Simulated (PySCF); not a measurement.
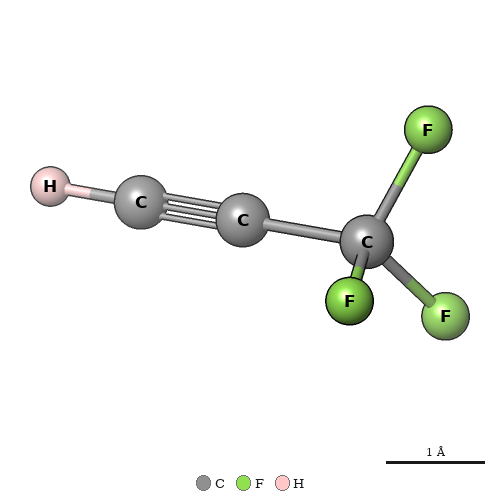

Atoms fade into the background with distance from the viewer. The computed structure is the end point of a PBE0-D3(BJ)/def2-TZVP optimisation. No frequency run is at hand to confirm it as a minimum. Masses are those of the most abundant isotopes; constants are for the rigid equilibrium geometry.

### What kind of rotor is it, and what are its rotational constants in GHz?

A prolate symmetric top (C3v): A = 5.72, B = C = 2.89 GHz.
